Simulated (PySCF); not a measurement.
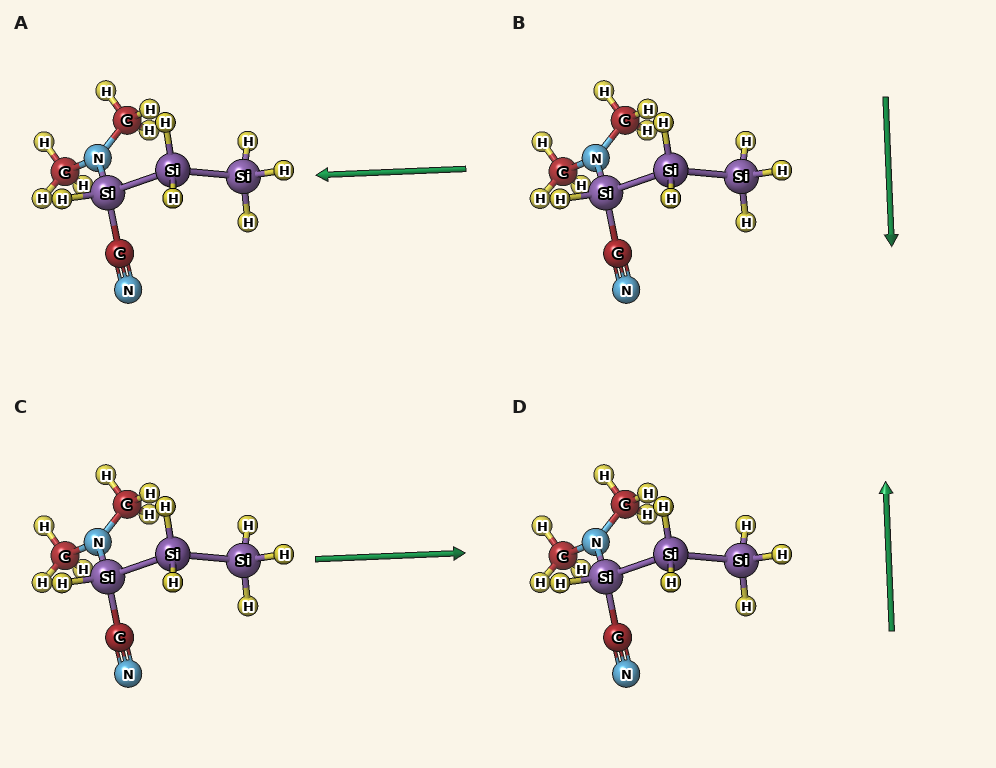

The same molecule four times, each with an arrow. Computed geometry: GFN2-xTB optimisation. No frequency run is at hand to confirm it as a minimum. Level of theory: PBE0/pcSseg-1, gas phase (PySCF 2.14.0).

Which arrow points along the dipole moment, from the negative to the positive end?

Answer. D. The dipole moment is 4.00 D.

The geometry is semi-empirical. Around Si such bond lengths and angles can be off by a tenth of an ångström or more and by several degrees, and values that hang on the shape move with them.
